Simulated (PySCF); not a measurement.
# Cr: excitation energy in x2c-QZVPPall

Wanted: the excitation energy of chromium, up a ladder of methods.

Program: PySCF 2.14.0. Level of theory: unrestricted determinants in a Gaussian basis, no spin-orbit coupling in the energies. These are calculated values, not measurements, unless marked.

**1. The atom as given**

| Property | Result |
| --- | --- |
| Element | chromium (Z = 24) |
| Basis | x2c-QZVPPall |
| Hamiltonian | the spin-free X2C one-electron Hamiltonian (Gaussian nucleus) |
| State 1 | Cr: [Ar] 3d4 4s1 4p1, one real determinant (an excited configuration) |
| Needed too, but not shown | Cr [Ar] 3d5 4s1 (7S) |
| Methods | UHF, LDA, PBE, PBE0, r2SCAN, B97-3, M06-2X, TPSSh, BLYP, MP2 |
| Core shells frozen in the correlated runs | valence: [Ar]; valence and next inner shell: [Ne] (for Cr) |

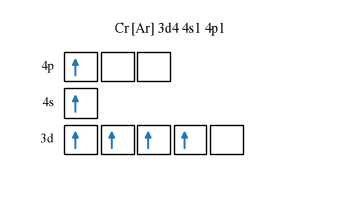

Outer shells as boxes.

One driver process ran all states and methods and kept the integrals in memory. Each run is shown as a PySCF script that sums up its settings (the driver passes frozen orbitals as a list and adds second-order terms of double hybrids); the logs are those of the runs themselves. The driver starts from symmetry-adapted Hartree-Fock orbitals, holds the occupation by maximum overlap and uses a logarithmic radial grid for functionals, so a plain start would take other cycles.

The integrals over 96 functions and the set-up took 1.3 s of CPU time.

**2. Cr [Ar] 3d4 4s1 4p1: the ladder of methods**

**UHF**

Contents of input.py:

```python
from pyscf import gto, scf, dft, mp, cc
import basis_set_exchange as bse
mol = gto.M(atom="Cr 0 0 0", charge=0, spin=6, symmetry="D2h",
            basis=gto.basis.parse(bse.get_basis("x2c-QZVPPall", elements=["Cr"], fmt="nwchem")),
            nucmod="G")
mf = scf.UHF(mol).sfx2c1e()
mf.irrep_nelec = {'Ag': (5, 3), 'B1g': (1, 0), 'B2g': (1, 0), 'B3g': (1, 0), 'B1u': (3, 2), 'B2u': (2, 2), 'B3u': (2, 2)}
mf.kernel()
```

Standard output:

```text
damping factor = 0
level_shift factor = 0
DIIS = <class 'pyscf.scf.diis.CDIIS'>
diis_start_cycle = 1
diis_space = 10
diis_damp = 0
SCF conv_tol = 1e-09
SCF conv_tol_grad = None
number electrons alpha = 15  beta = 9
cycle= 1 E= -1049.60404665065  delta_E= -0.00686  |g|= 0.03  |ddm|= 0.0598
cycle= 2 E= -1049.60481999917  delta_E= -0.000773  |g|= 0.0107  |ddm|= 0.0266
cycle= 3 E= -1049.60518943782  delta_E= -0.000369  |g|= 0.00629  |ddm|= 0.0221
cycle= 4 E= -1049.60546920628  delta_E= -0.00028  |g|= 0.00367  |ddm|= 0.027
cycle= 5 E= -1049.60555954974  delta_E= -9.03e-05  |g|= 0.00145  |ddm|= 0.0184
cycle= 6 E= -1049.60557451208  delta_E= -1.5e-05  |g|= 0.000232  |ddm|= 0.0102
cycle= 7 E= -1049.60557462242  delta_E= -1.1e-07  |g|= 6.47e-05  |ddm|= 0.00103
cycle= 8 E= -1049.60557463573  delta_E= -1.33e-08  |g|= 1.56e-05  |ddm|= 0.000498
cycle= 9 E= -1049.60557463669  delta_E= -9.66e-10  |g|= 3.54e-06  |ddm|= 0.000145
converged SCF energy = -1049.60557463669  <S^2> = 12.001474  2S+1 = 7.0004211
```

It used 12 s of CPU time after the integrals (shared host).

Orbital energies by shell (radii are means over both spins):

```tsv
shell	electrons	mean orbital energy (eV)	spread (eV)	rms radius (bohr)
1s α	1	-6048.2	0	0.0734
1s β	1	-6048.2	0	0.0734
2s α	1	-730.99	0	0.316
2s β	1	-728.42	0	0.316
2p α	3	-612.20	0.103	0.287
2p β	3	-609.67	0.706	0.287
3s α	1	-101.76	0	0.964
3s β	1	-93.192	0	0.964
3p α	3	-67.432	1.387	1.04
3p β	3	-57.190	1.665	1.04
3d α	4	-16.260	1.079	1.40
4s α	1	-9.257	0	3.47
4p α	1	-5.096	0	4.44
```

⟨S²⟩ = 12.001, ⟨L²⟩ = 7.98.

Spin-orbit constants on these orbitals (cm⁻¹; bare nucleus, screened nucleus, mean field): 3d 465.2, 271.3, 239.2; 4p 230.4, 211.2, 199.2. To first order in LS coupling the lowest level has J = 0 and lies 0.0560 eV below the centre of the term.

⟨L²⟩ = 7.98 against 12 for a pure F term, so this real determinant mixes terms.

**LDA**

input.py differs from the last one in:

```diff
@@ -5,3 +5,3 @@
             nucmod="G")
-mf = scf.UHF(mol).sfx2c1e()
+mf = dft.UKS(mol, xc="LDA,VWN").sfx2c1e()
 mf.irrep_nelec = {'Ag': (5, 3), 'B1g': (1, 0), 'B2g': (1, 0), 'B3g': (1, 0), 'B1u': (3, 2), 'B2u': (2, 2), 'B3u': (2, 2)}
```

Standard output:

```text
damping factor = 0
level_shift factor = 0
DIIS = <class 'pyscf.scf.diis.CDIIS'>
diis_start_cycle = 1
diis_space = 10
diis_damp = 0
SCF conv_tol = 1e-09
SCF conv_tol_grad = None
number electrons alpha = 15  beta = 9
XC functionals = LDA,VWN
    P. A. M. Dirac.,  Math. Proc. Cambridge Philos. Soc. 26, 376 (1930)
    F. Bloch.,  Z. Phys. 57, 545 (1929)
    S. H. Vosko, L. Wilk, and M. Nusair.,  Can. J. Phys. 58, 1200 (1980)
cycle= 1 E= -1048.3502286556  delta_E= -0.0254  |g|= 0.087  |ddm|= 0.298
cycle= 2 E= -1048.3483405077  delta_E= 0.00189  |g|= 0.121  |ddm|= 0.146
cycle= 3 E= -1048.35205621972  delta_E= -0.00372  |g|= 0.00415  |ddm|= 0.0828
cycle= 4 E= -1048.35205944694  delta_E= -3.23e-06  |g|= 0.000382  |ddm|= 0.00278
cycle= 5 E= -1048.35205947659  delta_E= -2.96e-08  |g|= 1.3e-05  |ddm|= 0.000415
cycle= 6 E= -1048.3520594767  delta_E= -1.15e-10  |g|= 3.19e-06  |ddm|= 8.29e-05
converged SCF energy = -1048.3520594767  <S^2> = 12.000187  2S+1 = 7.0000535
```

CPU time 1.1 s on a shared host, the integrals not counted.

**PBE**

input.py differs from the last one in:

```diff
@@ -5,3 +5,3 @@
             nucmod="G")
-mf = dft.UKS(mol, xc="LDA,VWN").sfx2c1e()
+mf = dft.UKS(mol, xc="PBE").sfx2c1e()
 mf.irrep_nelec = {'Ag': (5, 3), 'B1g': (1, 0), 'B2g': (1, 0), 'B3g': (1, 0), 'B1u': (3, 2), 'B2u': (2, 2), 'B3u': (2, 2)}
```

Standard output:

```text
damping factor = 0
level_shift factor = 0
DIIS = <class 'pyscf.scf.diis.CDIIS'>
diis_start_cycle = 1
diis_space = 10
diis_damp = 0
SCF conv_tol = 1e-09
SCF conv_tol_grad = None
number electrons alpha = 15  beta = 9
XC functionals = PBE
    J. P. Perdew, K. Burke, and M. Ernzerhof.,  Phys. Rev. Lett. 77, 3865 (1996)
    J. P. Perdew, K. Burke, and M. Ernzerhof.,  Phys. Rev. Lett. 78, 1396 (1997)
    J. P. Perdew, K. Burke, and M. Ernzerhof.,  Phys. Rev. Lett. 77, 3865 (1996)
    J. P. Perdew, K. Burke, and M. Ernzerhof.,  Phys. Rev. Lett. 78, 1396 (1997)
cycle= 1 E= -1050.43918730291  delta_E= -0.0175  |g|= 0.0641  |ddm|= 0.267
cycle= 2 E= -1050.43808909163  delta_E= 0.0011  |g|= 0.0935  |ddm|= 0.136
cycle= 3 E= -1050.440426498  delta_E= -0.00234  |g|= 0.00318  |ddm|= 0.0632
cycle= 4 E= -1050.44042863694  delta_E= -2.14e-06  |g|= 0.000224  |ddm|= 0.00277
cycle= 5 E= -1050.44042865518  delta_E= -1.82e-08  |g|= 1.14e-05  |ddm|= 0.000745
cycle= 6 E= -1050.4404286552  delta_E= -2.36e-11  |g|= 5.85e-06  |ddm|= 3.86e-05
converged SCF energy = -1050.4404286552  <S^2> = 12.00032  2S+1 = 7.0000915
```

It used 1.8 s of CPU time after the integrals (shared host).

**PBE0**

input.py differs from the last one in:

```diff
@@ -5,3 +5,3 @@
             nucmod="G")
-mf = dft.UKS(mol, xc="PBE").sfx2c1e()
+mf = dft.UKS(mol, xc="PBE0").sfx2c1e()
 mf.irrep_nelec = {'Ag': (5, 3), 'B1g': (1, 0), 'B2g': (1, 0), 'B3g': (1, 0), 'B1u': (3, 2), 'B2u': (2, 2), 'B3u': (2, 2)}
```

Standard output:

```text
damping factor = 0
level_shift factor = 0
DIIS = <class 'pyscf.scf.diis.CDIIS'>
diis_start_cycle = 1
diis_space = 10
diis_damp = 0
SCF conv_tol = 1e-09
SCF conv_tol_grad = None
number electrons alpha = 15  beta = 9
XC functionals = PBE0
    C. Adamo and V. Barone.,  J. Chem. Phys. 110, 6158 (1999)
    M. Ernzerhof and G. E. Scuseria.,  J. Chem. Phys. 110, 5029 (1999)
cycle= 1 E= -1050.4689347523  delta_E= -0.0113  |g|= 0.0276  |ddm|= 0.184
cycle= 2 E= -1050.46945783668  delta_E= -0.000523  |g|= 0.023  |ddm|= 0.0821
cycle= 3 E= -1050.46995852933  delta_E= -0.000501  |g|= 0.00708  |ddm|= 0.0357
cycle= 4 E= -1050.47088759597  delta_E= -0.000929  |g|= 0.0119  |ddm|= 0.0636
cycle= 5 E= -1050.46944416897  delta_E= 0.00144  |g|= 0.00884  |ddm|= 0.109
cycle= 6 E= -1050.46866912988  delta_E= 0.000775  |g|= 0.0245  |ddm|= 0.152
cycle= 7 E= -1050.46856903699  delta_E= 0.0001  |g|= 0.0289  |ddm|= 0.0155
cycle= 8 E= -1050.46884377295  delta_E= -0.000275  |g|= 0.00673  |ddm|= 0.0266
cycle= 9 E= -1050.46885186197  delta_E= -8.09e-06  |g|= 0.000826  |ddm|= 0.0177
cycle= 10 E= -1050.46885194017  delta_E= -7.82e-08  |g|= 2.98e-05  |ddm|= 0.00225
cycle= 11 E= -1050.4688519403  delta_E= -1.26e-10  |g|= 2.32e-05  |ddm|= 6.63e-05
converged SCF energy = -1050.4688519403  <S^2> = 12.000471  2S+1 = 7.0001346
```

It used 3.8 s of CPU time after the integrals (shared host).

**r2SCAN**

input.py differs from the last one in:

```diff
@@ -5,3 +5,3 @@
             nucmod="G")
-mf = dft.UKS(mol, xc="PBE0").sfx2c1e()
+mf = dft.UKS(mol, xc="R2SCAN").sfx2c1e()
 mf.irrep_nelec = {'Ag': (5, 3), 'B1g': (1, 0), 'B2g': (1, 0), 'B3g': (1, 0), 'B1u': (3, 2), 'B2u': (2, 2), 'B3u': (2, 2)}
```

Standard output:

```text
damping factor = 0
level_shift factor = 0
DIIS = <class 'pyscf.scf.diis.CDIIS'>
diis_start_cycle = 1
diis_space = 10
diis_damp = 0
SCF conv_tol = 1e-09
SCF conv_tol_grad = None
number electrons alpha = 15  beta = 9
XC functionals = R2SCAN
    J. W. Furness, A. D. Kaplan, J. Ning, J. P. Perdew, and J. Sun.,  J. Phys. Chem. Lett. 11, 8208-8215 (2020)
    J. W. Furness, A. D. Kaplan, J. Ning, J. P. Perdew, and J. Sun.,  J. Phys. Chem. Lett. 11, 9248-9248 (2020)
    J. W. Furness, A. D. Kaplan, J. Ning, J. P. Perdew, and J. Sun.,  J. Phys. Chem. Lett. 11, 8208-8215 (2020)
    J. W. Furness, A. D. Kaplan, J. Ning, J. P. Perdew, and J. Sun.,  J. Phys. Chem. Lett. 11, 9248-9248 (2020)
cycle= 1 E= -1050.64738350781  delta_E= -0.0139  |g|= 0.0409  |ddm|= 0.241
cycle= 2 E= -1050.64735958626  delta_E= 2.39e-05  |g|= 0.0446  |ddm|= 0.113
cycle= 3 E= -1050.64781994278  delta_E= -0.00046  |g|= 0.00345  |ddm|= 0.0438
cycle= 4 E= -1050.64782221344  delta_E= -2.27e-06  |g|= 0.000435  |ddm|= 0.00483
cycle= 5 E= -1050.64782221761  delta_E= -4.17e-09  |g|= 0.000169  |ddm|= 0.00182
cycle= 6 E= -1050.64782222185  delta_E= -4.24e-09  |g|= 2.17e-05  |ddm|= 0.00043
cycle= 7 E= -1050.64782222205  delta_E= -1.98e-10  |g|= 1.54e-06  |ddm|= 5.95e-05
converged SCF energy = -1050.64782222205  <S^2> = 12.000725  2S+1 = 7.0002071
```

It used 4.4 s of CPU time after the integrals (shared host).

**B97-3**

input.py differs from the last one in:

```diff
@@ -5,3 +5,3 @@
             nucmod="G")
-mf = dft.UKS(mol, xc="R2SCAN").sfx2c1e()
+mf = dft.UKS(mol, xc="HYB_GGA_XC_B97_3").sfx2c1e()
 mf.irrep_nelec = {'Ag': (5, 3), 'B1g': (1, 0), 'B2g': (1, 0), 'B3g': (1, 0), 'B1u': (3, 2), 'B2u': (2, 2), 'B3u': (2, 2)}
```

Standard output:

```text
damping factor = 0
level_shift factor = 0
DIIS = <class 'pyscf.scf.diis.CDIIS'>
diis_start_cycle = 1
diis_space = 10
diis_damp = 0
SCF conv_tol = 1e-09
SCF conv_tol_grad = None
number electrons alpha = 15  beta = 9
XC functionals = HYB_GGA_XC_B97_3
    T. W. Keal and D. J. Tozer.,  J. Chem. Phys. 123, 121103 (2005)
cycle= 1 E= -1050.53453665527  delta_E= -0.0103  |g|= 0.0235  |ddm|= 0.153
cycle= 2 E= -1050.5350868861  delta_E= -0.00055  |g|= 0.0188  |ddm|= 0.0711
cycle= 3 E= -1050.53553722188  delta_E= -0.00045  |g|= 0.00694  |ddm|= 0.033
cycle= 4 E= -1050.53635313093  delta_E= -0.000816  |g|= 0.0107  |ddm|= 0.0571
cycle= 5 E= -1050.53503154238  delta_E= 0.00132  |g|= 0.0087  |ddm|=  0.1
cycle= 6 E= -1050.53390333578  delta_E= 0.00113  |g|= 0.033  |ddm|= 0.183
cycle= 7 E= -1050.53383407366  delta_E= 6.93e-05  |g|= 0.035  |ddm|= 0.0178
cycle= 8 E= -1050.53405137342  delta_E= -0.000217  |g|= 0.025  |ddm|= 0.0165
cycle= 9 E= -1050.53424712466  delta_E= -0.000196  |g|= 0.0016  |ddm|= 0.0348
cycle= 10 E= -1050.53424800885  delta_E= -8.84e-07  |g|= 0.000352  |ddm|= 0.00189
cycle= 11 E= -1050.53424796821  delta_E= 4.06e-08  |g|= 0.000149  |ddm|= 0.00181
cycle= 12 E= -1050.53424796738  delta_E= 8.3e-10  |g|= 0.000109  |ddm|= 0.000468
cycle= 13 E= -1050.53424797136  delta_E= -3.98e-09  |g|= 1.98e-05  |ddm|= 0.000166
cycle= 14 E= -1050.53424797142  delta_E= -5.21e-11  |g|= 4.16e-06  |ddm|= 5.26e-05
converged SCF energy = -1050.53424797142  <S^2> = 12.000626  2S+1 = 7.0001789
```

CPU time 5 s on a shared host, the integrals not counted.

**M06-2X**

input.py differs from the last one in:

```diff
@@ -5,3 +5,3 @@
             nucmod="G")
-mf = dft.UKS(mol, xc="HYB_GGA_XC_B97_3").sfx2c1e()
+mf = dft.UKS(mol, xc="M062X").sfx2c1e()
 mf.irrep_nelec = {'Ag': (5, 3), 'B1g': (1, 0), 'B2g': (1, 0), 'B3g': (1, 0), 'B1u': (3, 2), 'B2u': (2, 2), 'B3u': (2, 2)}
```

Standard output:

```text
damping factor = 0
level_shift factor = 0
DIIS = <class 'pyscf.scf.diis.CDIIS'>
diis_start_cycle = 1
diis_space = 10
diis_damp = 0
SCF conv_tol = 1e-09
SCF conv_tol_grad = None
number electrons alpha = 15  beta = 9
XC functionals = M062X
    Y. Zhao and D. G. Truhlar.,  Theor. Chem. Acc. 120, 215 (2008)
    Y. Zhao and D. G. Truhlar.,  Theor. Chem. Acc. 120, 215 (2008)
cycle= 1 E= -1050.65783564979  delta_E= -0.0144  |g|= 0.041  |ddm|= 0.206
cycle= 2 E= -1050.65842459529  delta_E= -0.000589  |g|= 0.0111  |ddm|= 0.0706
cycle= 3 E= -1050.65865842961  delta_E= -0.000234  |g|= 0.00872  |ddm|= 0.0291
cycle= 4 E= -1050.65878441613  delta_E= -0.000126  |g|= 0.00467  |ddm|= 0.0168
cycle= 5 E= -1050.65901371171  delta_E= -0.000229  |g|= 0.0039  |ddm|= 0.0316
cycle= 6 E= -1050.65928330797  delta_E= -0.00027  |g|= 0.00323  |ddm|= 0.0463
cycle= 7 E= -1050.6594795675  delta_E= -0.000196  |g|= 0.00247  |ddm|= 0.0669
cycle= 8 E= -1050.65948834923  delta_E= -8.78e-06  |g|= 0.00108  |ddm|= 0.0074
cycle= 9 E= -1050.65949799015  delta_E= -9.64e-06  |g|= 0.00158  |ddm|= 0.0175
cycle= 10 E= -1050.65949930138  delta_E= -1.31e-06  |g|= 0.000404  |ddm|= 0.00418
cycle= 11 E= -1050.65949940498  delta_E= -1.04e-07  |g|= 2.23e-05  |ddm|= 0.00157
cycle= 12 E= -1050.6594994055  delta_E= -5.21e-10  |g|= 2.09e-06  |ddm|= 0.000161
converged SCF energy = -1050.6594994055  <S^2> = 12.000783  2S+1 = 7.0002237
```

CPU time 7.6 s on a shared host, the integrals not counted.

**TPSSh**

input.py differs from the last one in:

```diff
@@ -5,3 +5,3 @@
             nucmod="G")
-mf = dft.UKS(mol, xc="M062X").sfx2c1e()
+mf = dft.UKS(mol, xc="TPSSH").sfx2c1e()
 mf.irrep_nelec = {'Ag': (5, 3), 'B1g': (1, 0), 'B2g': (1, 0), 'B3g': (1, 0), 'B1u': (3, 2), 'B2u': (2, 2), 'B3u': (2, 2)}
```

Standard output:

```text
damping factor = 0
level_shift factor = 0
DIIS = <class 'pyscf.scf.diis.CDIIS'>
diis_start_cycle = 1
diis_space = 10
diis_damp = 0
SCF conv_tol = 1e-09
SCF conv_tol_grad = None
number electrons alpha = 15  beta = 9
XC functionals = TPSSH
    V. N. Staroverov, G. E. Scuseria, J. Tao, and J. P. Perdew.,  J. Chem. Phys. 119, 12129 (2003)
cycle= 1 E= -1050.68647600698  delta_E= -0.0164  |g|= 0.0341  |ddm|= 0.288
cycle= 2 E= -1050.68439958333  delta_E= 0.00208  |g|= 0.174  |ddm|= 0.705
cycle= 3 E= -1050.68553266293  delta_E= -0.00113  |g|= 0.173  |ddm|= 0.0674
cycle= 4 E= -1050.68207395427  delta_E= 0.00346  |g|= 0.231  |ddm|= 0.867
cycle= 5 E= -1050.68202813017  delta_E= 4.58e-05  |g|= 0.232  |ddm|= 0.00506
cycle= 6 E= -1050.68163343509  delta_E= 0.000395  |g|= 0.233  |ddm|= 0.0241
cycle= 7 E= -1050.68430367293  delta_E= -0.00267  |g|= 0.21  |ddm|= 0.0273
cycle= 8 E= -1050.68461533953  delta_E= -0.000312  |g|= 0.204  |ddm|= 0.027
cycle= 9 E= -1050.68535710164  delta_E= -0.000742  |g|= 0.202  |ddm|= 0.0316
cycle= 10 E= -1050.6899159835  delta_E= -0.00456  |g|= 0.121  |ddm|= 0.851
[... 98 lines left out ...]
cycle= 45 E= -1050.68346874481  delta_E= -1.81e-06  |g|= 0.00503  |ddm|= 0.000271
cycle= 46 E= -1050.68346845648  delta_E= 2.88e-07  |g|= 0.0051  |ddm|= 0.000113
cycle= 47 E= -1050.68346784376  delta_E= 6.13e-07  |g|= 0.00513  |ddm|= 0.000102
cycle= 48 E= -1050.68347654633  delta_E= -8.7e-06  |g|= 0.00481  |ddm|= 0.00133
cycle= 49 E= -1050.68348200865  delta_E= -5.46e-06  |g|= 0.00494  |ddm|= 0.000851
cycle= 50 E= -1050.68349179763  delta_E= -9.79e-06  |g|= 0.00489  |ddm|= 0.00143
cycle= 51 E= -1050.68351470892  delta_E= -2.29e-05  |g|= 0.00434  |ddm|= 0.00328
cycle= 52 E= -1050.68353855286  delta_E= -2.38e-05  |g|= 0.00458  |ddm|= 0.00322
cycle= 53 E= -1050.68353941291  delta_E= -8.6e-07  |g|= 0.00562  |ddm|= 0.00146
cycle= 54 E= -1050.68354434593  delta_E= -4.93e-06  |g|= 0.0057  |ddm|= 0.000755
[... the stored log ends here ...]
```

It used 1.7 min of CPU time after the integrals (shared host).

This run did not converge, so its energy enters no difference.

**BLYP**

input.py differs from the last one in:

```diff
@@ -5,3 +5,3 @@
             nucmod="G")
-mf = dft.UKS(mol, xc="TPSSH").sfx2c1e()
+mf = dft.UKS(mol, xc="BLYP").sfx2c1e()
 mf.irrep_nelec = {'Ag': (5, 3), 'B1g': (1, 0), 'B2g': (1, 0), 'B3g': (1, 0), 'B1u': (3, 2), 'B2u': (2, 2), 'B3u': (2, 2)}
```

Standard output:

```text
damping factor = 0
level_shift factor = 0
DIIS = <class 'pyscf.scf.diis.CDIIS'>
diis_start_cycle = 1
diis_space = 10
diis_damp = 0
SCF conv_tol = 1e-09
SCF conv_tol_grad = None
number electrons alpha = 15  beta = 9
XC functionals = BLYP
    A. D. Becke.,  Phys. Rev. A 38, 3098 (1988)
    C. Lee, W. Yang, and R. G. Parr.,  Phys. Rev. B 37, 785 (1988)
    B. Miehlich, A. Savin, H. Stoll, and H. Preuss.,  Chem. Phys. Lett. 157, 200 (1989)
cycle= 1 E= -1050.71402838904  delta_E= -0.02  |g|= 0.0637  |ddm|= 0.296
cycle= 2 E= -1050.71286797596  delta_E= 0.00116  |g|= 0.0947  |ddm|= 0.129
cycle= 3 E= -1050.71526361201  delta_E= -0.0024  |g|= 0.00393  |ddm|= 0.0632
cycle= 4 E= -1050.71526664205  delta_E= -3.03e-06  |g|= 8.95e-05  |ddm|= 0.00289
cycle= 5 E= -1050.71526664906  delta_E= -7.01e-09  |g|= 1.11e-05  |ddm|= 0.000659
cycle= 6 E= -1050.71526664917  delta_E= -1.13e-10  |g|= 9.75e-06  |ddm|= 5.66e-05
converged SCF energy = -1050.71526664917  <S^2> = 12.000494  2S+1 = 7.0001411
```

CPU time 1.8 s on a shared host, the integrals not counted.

**3. Cr [Ar] 3d4 4s1 4p1, continued**

**MP2 (valence)**

input.py: that of step 2 with these lines changed.

```diff
@@ -5,4 +5,5 @@
             nucmod="G")
-mf = dft.UKS(mol, xc="BLYP").sfx2c1e()
+mf = scf.UHF(mol).sfx2c1e()
 mf.irrep_nelec = {'Ag': (5, 3), 'B1g': (1, 0), 'B2g': (1, 0), 'B3g': (1, 0), 'B1u': (3, 2), 'B2u': (2, 2), 'B3u': (2, 2)}
 mf.kernel()
+mp.UMP2(mf, frozen=9).kernel()
```

This step left no log, only its results.

CPU time 0.17 s on a shared host, the integrals not counted.

With 6 electrons correlated, the MP2 correlation energy is -0.06274 hartree (-0.06274 same spin, 0.00000 opposite spin); the SCS form gives -0.02091. Largest pairs of shells: 3d-3d -0.0456, 3d-4s -0.0100, 3d-4p -0.0053, 4s-4p -0.0018, 4s-4s 0.0000.

**MP2 (valence and next inner shell)**

input.py differs from the last one in:

```diff
@@ -8,2 +8,2 @@
 mf.kernel()
-mp.UMP2(mf, frozen=9).kernel()
+mp.UMP2(mf, frozen=5).kernel()
```

This step left no log, only its results.

It used 0.56 s of CPU time after the integrals (shared host).

With 14 electrons correlated, the MP2 correlation energy is -0.38511 hartree (-0.14094 same spin, -0.24416 opposite spin); the SCS form gives -0.33998. Largest pairs of shells: 3p-3d -0.1440, 3p-3p -0.0954, 3d-3d -0.0456, 3s-3p -0.0353, 3s-3d -0.0268.

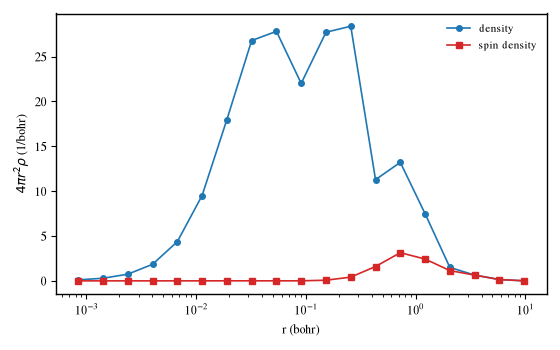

Radial density 4πr²ρ of Cr at UHF, at 19 stored radii joined by straight lines.

**4. The energy differences**

Excitation energy: Cr [Ar] 3d5 4s1 (7S) → Cr [Ar] 3d4 4s1 4p1 (high-spin determinant).

```tsv
method	value (eV)
UHF	1.841
LDA	4.142
PBE	3.866
PBE0	3.471
r2SCAN	3.620
B97-3	3.358
M06-2X	2.931
BLYP	3.804
MP2 (valence)	2.826
SCS-MP2 (valence)	2.170
MP2 (valence and next inner shell)	3.403
SCS-MP2 (valence and next inner shell)	2.720
```

A first-order spin-orbit estimate (lowest level to lowest level, LS coupling) adds -0.056 eV. The determinant of Cr mixes LS terms, which raises its energy at the Hartree-Fock and MP2 levels.

The differences also use runs on Cr [Ar] 3d5 4s1 (7S), which are not shown here.

**5. What came out**

| quantity | value |
| --- | --- |
| excitation energy, Cr → [Ar] 3d4 4s1 4p1 | UHF 1.841, MP2 (valence and next inner shell) 3.403 eV |

**Reading.** The methods span 2.301 eV, from UHF (1.841) to LDA (4.142). No reference value is at hand in this session. All values hold for this basis alone; no basis-set limit was taken.
